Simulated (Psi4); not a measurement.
# GeH2ClO (SMILES [O][GeH2][Cl]): a chain of runs

Wanted: a series of 8 runs (UB3LYP-D3(BJ)/def2-SVP) of ClGeH2O. 

The results are computed with Psi4 1.11.

### Step 1. Starting point

GeH2ClO: 5 atoms, total charge 0, spin state doublet. SMILES: `[O][GeH2][Cl]`. The shape is that of a PBE0-D4/def2-TZVP optimisation.

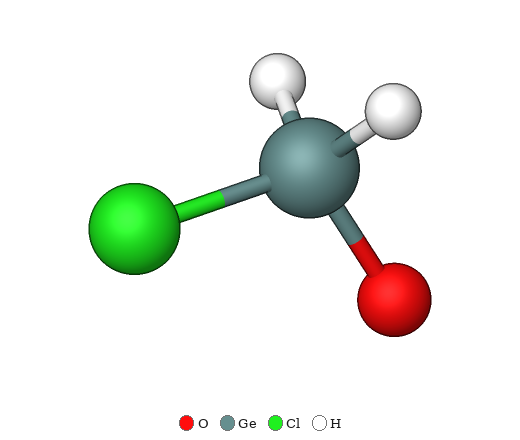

The structure, seen from a chosen angle (oxygen red, germanium teal, chlorine green, hydrogen white).

### Step 2. A single-point energy at UB3LYP-D3(BJ)/def2-SVP (density fitting) (run 1)

job.dat reads:

```
memory 1.6 GB

molecule {
  0 2
  O     -0.272400    -0.591800     1.625500
  Ge     0.123700    -0.081200    -0.034500
  Cl    -1.347100     1.290100    -0.778900
  H      0.081000    -1.343800    -0.899000
  H      1.464600     0.653000     0.045400
  symmetry c1
}

set globals {
  basis def2-SVP
  reference uks
}

energy("b3lyp-d3bj")
print_variables()
```

Launch:

```
$ psi4 -i job.dat -o job.out -n 1
```

job.out:

```text
[...]
  Running in c1 symmetry.
[...]
  Nuclear repulsion =  264.047620248749411
[...]
  Multiplicity = 2
[...]
  Nalpha       = 30
  Nbeta        = 29
[...]
    Number of basis functions: 74
[...]
   @DF-UKS iter   1: -2611.43719615853615   -1.74458e+00   3.36781e-02 DIIS/ADIIS
[...]
   @DF-UKS iter  12: -2613.19702246200404   -5.92663e-08   6.88679e-07 DIIS
[...]
   @S^2 Observed:                7.535897304E-01
[...]
    Orbital Energies [Eh]
    ---------------------
    Alpha Occupied:
       1A   -398.758221     2A   -101.498113     3A    -49.823325
       4A    -44.357742     5A    -44.357363     6A    -44.356879
       7A    -19.198226     8A     -9.453375     9A     -7.220230
      10A     -7.213446    11A     -7.213109    12A     -6.276077
      13A     -4.451402    14A     -4.449913    15A     -4.447560
      16A     -1.278188    17A     -1.274496    18A     -1.271688
      19A     -1.269969    20A     -1.269840    21A     -0.967634
      22A     -0.818820    23A     -0.565618    24A     -0.442736
      25A     -0.403739    26A     -0.400898    27A     -0.377116
      28A     -0.338313    29A     -0.323269    30A     -0.317919
    Alpha Virtual:
[...]
  @DF-UKS Final Energy: -2613.19702246200404
   => Energetics <=
    Nuclear Repulsion Energy =            264.0476202487494106
    One-Electron Energy =               -4159.9829297421611045
    Two-Electron Energy =                1376.6520012471194150
    DFT Exchange-Correlation Energy =     -93.9074597312891797
    Empirical Dispersion Energy =          -0.0062544844226689
    VV10 Nonlocal Energy =                  0.0000000000000000
    Total Energy =                      -2613.1970224620040426
[...]
 Multipole Moments:
 ------------------------------------------------------------------------------------
     Multipole            Electronic (a.u.)      Nuclear  (a.u.)        Total (a.u.)
 ------------------------------------------------------------------------------------
 L = 1.  Multiply by 2.5417464519 to convert [e a0] to [Debye]
 Dipole X            :          1.8238666           -1.1800896            0.6437769
 Dipole Y            :         -1.0670992            0.8482108           -0.2188884
 Dipole Z            :         -0.4165853           -0.0640067           -0.4805921
 Magnitude           :                                                    0.8326641
[...]
```

Run time: 12 s. Hardware: 1 thread of AMD EPYC 7R43 (Zen 3), shared host; peak memory 0.43 GiB.

### Step 3. The distorted shape: a single-point energy at UB3LYP-D3(BJ)/def2-SVP (density fitting) (run 2)

clgeh2o.in reads:

```
memory 1.6 GB

molecule molecule1 {
  0 2
  O
  Ge 1 1.78135
  Cl 2 1.8226 1 110.75047
  H 2 1.530798 1 106.47798 3 -117.40806
  H 2 1.530832 4 116.71093 1 118.6805
  units angstrom
  symmetry c1
}

set {
  basis def2-SVP
  reference uks
}

set reference uhf
set stability_analysis follow
set max_attempts 5
energy("scf")
set reference uks
set stability_analysis none
set guess read
set guess_mix false

energy("b3lyp-d3bj")
print_variables()
```

Launch:

```
$ psi4 clgeh2o.in clgeh2o.out -n 1
```

clgeh2o.out:

```text
[...]
  Running in c1 symmetry.
[...]
  Nuclear repulsion =  290.384212104561527
[...]
  Multiplicity = 2
[...]
  Nalpha       = 30
  Nbeta        = 29
[...]
    Number of basis functions: 74
[...]
   @DF-UHF iter   1: -2609.13151597905244   -2.55942e+00   2.85285e-02 ADIIS/DIIS
[...]
   @DF-UKS iter   8: -2613.13570033002134   -2.14068e-08   7.63531e-07 DIIS
[...]
   @S^2 Observed:                7.533115065E-01
[...]
    Orbital Energies [Eh]
    ---------------------
    Alpha Occupied:
       1A   -398.742201     2A   -101.512738     3A    -49.809780
       4A    -44.343775     5A    -44.343310     6A    -44.343302
       7A    -19.178436     8A     -9.478716     9A     -7.244568
      10A     -7.237874    11A     -7.237349    12A     -6.266766
      13A     -4.443861    14A     -4.440041    15A     -4.437830
      16A     -1.276965    17A     -1.268959    18A     -1.264128
      19A     -1.261073    20A     -1.260828    21A     -0.955638
      22A     -0.881020    23A     -0.561331    24A     -0.441839
      25A     -0.424843    26A     -0.409704    27A     -0.384497
      28A     -0.342704    29A     -0.323643    30A     -0.323107
    Alpha Virtual:
[...]
  @DF-UKS Final Energy: -2613.13570033002134
   => Energetics <=
    Nuclear Repulsion Energy =            290.3842121045615272
    One-Electron Energy =               -4212.3585397124297742
    Two-Electron Energy =                1402.8525978214622683
    DFT Exchange-Correlation Energy =     -94.0074303993732201
    Empirical Dispersion Energy =          -0.0065401442417122
    VV10 Nonlocal Energy =                  0.0000000000000000
    Total Energy =                      -2613.1357003300208817
[...]
 Multipole Moments:
 ------------------------------------------------------------------------------------
     Multipole            Electronic (a.u.)      Nuclear  (a.u.)        Total (a.u.)
 ------------------------------------------------------------------------------------
 L = 1.  Multiply by 2.5417464519 to convert [e a0] to [Debye]
 Dipole X            :         -0.0001709            0.0001204           -0.0000505
 Dipole Y            :          1.1421414           -1.0324351            0.1097063
 Dipole Z            :          0.8574603           -0.1194050            0.7380553
 Magnitude           :                                                    0.7461643
[...]
```

Run time: 12 s. Hardware: 1 thread of AMD EPYC 7R43 (Zen 3), shared host; peak memory 0.43 GiB.

Runs 3 to 5 aren't shown in full; the table further down has their settings and results.

### Step 4. The distorted shape: a single-point energy at UB3LYP-D3(BJ)/def2-SVP (density fitting) (run 6)

job.py reads:

```python
import psi4

psi4.set_memory(1600000000)
psi4.set_num_threads(1)
psi4.set_output_file('run.log', False)

geom = psi4.geometry("""
0 2
O
Ge 1 1.78135
Cl 2 3.8597 1 110.75047
H 2 1.530798 1 106.47798 3 -117.40805
H 2 1.530832 4 116.71093 1 118.6805
symmetry c1
""")

psi4.set_options({
    'basis': 'def2-SVP',
    'reference': 'uks',
})

psi4.set_options({'reference': 'uhf', 'stability_analysis': 'follow', 'max_attempts': 5})
psi4.energy('scf')
psi4.set_options({'reference': 'uks', 'stability_analysis': 'none', 'guess': 'read', 'guess_mix': False})

E, wfn = psi4.energy('B3LYP-D3BJ2B', molecule=geom, return_wfn=True)
print(f'total energy {E:.8f} hartree = {E * 27.211386:.5f} eV')
```

Launch:

```
$ python job.py
```

run.log:

```text
[...]
  Running in c1 symmetry.
[...]
  Nuclear repulsion =  195.103250932006176
[...]
  Multiplicity = 2
[...]
  Nalpha       = 30
  Nbeta        = 29
[...]
    Number of basis functions: 74
[...]
   @DF-UHF iter   1: -2609.32540132304575   -4.06632e+00   2.72825e-02 DIIS/ADIIS
[...]
   @DF-UKS iter  22: -2613.08328418238125   -1.05124e-08   5.73790e-07 DIIS
[...]
   @S^2 Observed:                9.915789137E-01
[...]
    Orbital Energies [Eh]
    ---------------------
    Alpha Occupied:
       1A   -398.763827     2A   -101.519855     3A    -49.829389
       4A    -44.364966     5A    -44.362563     6A    -44.362274
       7A    -19.161334     8A     -9.471178     9A     -7.249016
      10A     -7.228371    11A     -7.228180    12A     -6.279460
      13A     -4.457022    14A     -4.451076    15A     -4.449930
      16A     -1.279093    17A     -1.276916    18A     -1.275268
      19A     -1.271872    20A     -1.270933    21A     -0.920110
      22A     -0.810300    23A     -0.558190    24A     -0.405427
      25A     -0.377045    26A     -0.371121    27A     -0.354611
      28A     -0.324833    29A     -0.323887    30A     -0.299024
    Alpha Virtual:
[...]
  @DF-UKS Final Energy: -2613.08328418238125
   => Energetics <=
    Nuclear Repulsion Energy =            195.1032509320061763
    One-Electron Energy =               -4022.1757040117699944
    Two-Electron Energy =                1307.8010407192737148
    DFT Exchange-Correlation Energy =     -93.8072909898894096
    Empirical Dispersion Energy =          -0.0045808320017930
    VV10 Nonlocal Energy =                  0.0000000000000000
    Total Energy =                      -2613.0832841823812487
[...]
 Multipole Moments:
 ------------------------------------------------------------------------------------
     Multipole            Electronic (a.u.)      Nuclear  (a.u.)        Total (a.u.)
 ------------------------------------------------------------------------------------
 L = 1.  Multiply by 2.5417464519 to convert [e a0] to [Debye]
 Dipole X            :         -0.0001571            0.0001202           -0.0000369
 Dipole Y            :          4.3179290           -3.7031703            0.6147587
 Dipole Z            :          0.1269425            0.8924711            1.0194136
 Magnitude           :                                                    1.1904337
[...]
```

Standard output:

```text
total energy -2613.08328418 hartree = -71105.61790 eV
```

It took 24 s on 1 thread of AMD EPYC 7R43 (Zen 3), shared host; peak memory 0.39 GiB.

Run 7 isn't shown in full; the table further down has it.

### Step 5. The distorted shape: the energy at UB3LYP-D3(BJ)/def2-SVP (density fitting) (run 8)

calc.py reads:

```python
import psi4

psi4.set_memory(1600000000)
psi4.set_num_threads(1)
psi4.core.set_output_file('output.dat', False)

mol = psi4.geometry("""
0 2
O      2.669215    -3.334414     3.114308
Ge     3.065315    -2.823814     1.454308
Cl    -1.347100     1.290100    -0.778900
H      3.022615    -4.086414     0.589808
H      4.406215    -2.089614     1.534208
symmetry c1
""")

options = {'basis': 'def2-SVP', 'reference': 'uks'}
psi4.set_options(options)

psi4.set_options({'reference': 'uhf', 'stability_analysis': 'follow', 'max_attempts': 5})
psi4.energy("scf")
psi4.set_options({'reference': 'uks', 'stability_analysis': 'none', 'guess': 'read', 'guess_mix': False})

energy_value = psi4.energy("b3lyp-d3(bj)")
print(f'total energy {energy_value:.8f} hartree = {energy_value * 27.211386:.5f} eV')
```

Launch:

```
$ python calc.py
```

output.dat:

```text
[...]
  Running in c1 symmetry.
[...]
  Nuclear repulsion =  158.775735686527071
[...]
  Multiplicity = 2
[...]
  Nalpha       = 30
  Nbeta        = 29
[...]
    Number of basis functions: 74
[...]
   @DF-UHF iter   1: -2609.35147284756385   -4.09673e+00   2.71564e-02 DIIS/ADIIS
[...]
   @DF-UKS iter  11: -2613.07415303674634   -9.43191e-09   2.64897e-07 DIIS
[...]
   @S^2 Observed:                9.515155313E-01
[...]
    Orbital Energies [Eh]
    ---------------------
    Alpha Occupied:
       1A   -398.741310     2A   -101.543512     3A    -49.806808
       4A    -44.342913     5A    -44.339878     6A    -44.339786
       7A    -19.119520     8A     -9.495337     9A     -7.275223
      10A     -7.251661    11A     -7.251642    12A     -6.257555
      13A     -4.435966    14A     -4.428502    15A     -4.427968
      16A     -1.257164    17A     -1.255325    18A     -1.254292
      19A     -1.249982    20A     -1.248939    21A     -0.857515
      22A     -0.834413    23A     -0.546641    24A     -0.399656
      25A     -0.391849    26A     -0.343856    27A     -0.343590
      28A     -0.332047    29A     -0.277427    30A     -0.260651
    Alpha Virtual:
[...]
  @DF-UKS Final Energy: -2613.07415303674634
   => Energetics <=
    Nuclear Repulsion Energy =            158.7757356865270708
    One-Electron Energy =               -3950.1145309456910582
    Two-Electron Energy =                1272.0763870064010916
    DFT Exchange-Correlation Energy =     -93.8086434366206561
    Empirical Dispersion Energy =          -0.0031013473629692
    VV10 Nonlocal Energy =                  0.0000000000000000
    Total Energy =                      -2613.0741530367463383
[...]
 Multipole Moments:
 ------------------------------------------------------------------------------------
     Multipole            Electronic (a.u.)      Nuclear  (a.u.)        Total (a.u.)
 ------------------------------------------------------------------------------------
 L = 1.  Multiply by 2.5417464519 to convert [e a0] to [Debye]
 Dipole X            :          5.5449276           -5.3042093            0.2407183
 Dipole Y            :         -4.2216505            4.6933327            0.4716821
 Dipole Z            :          0.8011969           -2.1513031           -1.3501062
 Magnitude           :                                                    1.4502469
[...]
```

The script printed:

```text
total energy -2613.07415304 hartree = -71105.36942 eV
```

Run time: 15 s. Hardware: 1 thread of AMD EPYC 7R43 (Zen 3), shared host; peak memory 0.37 GiB.

### Step 6. All runs side by side

```tsv
run	start	partner	energy (Eh)	dipole moment (D)	HOMO energy (eV)	LUMO energy (eV)	wall time
1	–	base	-2613.197022	2.12	-8.50	-4.92	12 s
2	stable UHF solution	Ge2–Cl3 1.82 Å	-2613.135700	1.90	-8.16	-4.53	12 s
3	stable UHF solution	Ge2–Cl3 2.47 Å	-2613.180316	3.04	-8.02	-5.31	14 s
4	stable UHF solution	Ge2–Cl3 2.79 Å	-2613.147292	4.06	-7.45	-5.65	14 s
5	stable UHF solution	Ge2–Cl3 3.22 Å	-2613.105659	3.23	-7.93	-6.02	23 s
6	stable UHF solution	Ge2–Cl3 3.86 Å	-2613.083284	3.03	-7.76	-6.21	24 s
7	stable UHF solution	Ge2–Cl3 4.72 Å	-2613.075634	3.76	-7.05	-6.58	16 s
8	stable UHF solution	Ge2–Cl3 6.43 Å	-2613.074153	3.69	-7.09	-6.42	15 s
```

### Step 7. Results

```
                                                           quantity           value
                               distorted shape, run 8: total energy  -2613.07415 Eh
                              distorted shape, run 8: dipole moment          3.69 D
         distorted shape, run 8: HOMO energy (highest over α and β)        -7.09 eV
          distorted shape, run 8: LUMO energy (lowest over α and β)        -6.42 eV
                          distorted shape, run 8: dispersion energy    -8.14 kJ/mol
                                       distorted shape, run 8: ⟨S²⟩           0.952
energy change with the Ge2–Cl3 bond shortened from 2.144 to 1.823 Å        1.669 eV
energy change with the Ge2–Cl3 bond stretched from 2.144 to 3.860 Å        3.095 eV
energy change with the Ge2–Cl3 bond stretched from 2.144 to 3.216 Å        2.486 eV
energy change with the Ge2–Cl3 bond stretched from 2.144 to 2.466 Å        0.455 eV
energy change with the Ge2–Cl3 bond stretched from 2.144 to 4.717 Å        3.303 eV
energy change with the Ge2–Cl3 bond stretched from 2.144 to 2.788 Å        1.353 eV
energy change with the Ge2–Cl3 bond stretched from 2.144 to 6.433 Å        3.343 eV
```

With the Ge2–Cl3 bond shortened from 2.144 to 1.823 Å the energy rises by 1.67 eV (38 kcal/mol). The first shape isn't relaxed at this level, so the change isn't measured from a minimum. With the Ge2–Cl3 bond stretched from 2.144 to 3.860 Å the energy rises by 3.09 eV (71 kcal/mol). With the Ge2–Cl3 bond stretched from 2.144 to 3.216 Å the energy rises by 2.49 eV (240 kJ/mol). With the Ge2–Cl3 bond stretched from 2.144 to 2.466 Å the energy rises by 0.45 eV (10.5 kcal/mol). With the Ge2–Cl3 bond stretched from 2.144 to 4.717 Å the energy rises by 3.30 eV (319 kJ/mol). With the Ge2–Cl3 bond stretched from 2.144 to 2.788 Å the energy rises by 1.35 eV (31 kcal/mol). The lowest energy is that of run 1; the highest lies 3.343 eV above it. Spin contamination of the reference: run 6 ⟨S²⟩ = 0.99, run 8 ⟨S²⟩ = 0.95, run 7 ⟨S²⟩ = 0.94, run 5 ⟨S²⟩ = 0.89. All runs together took 2.2 min, the longest 24 s.
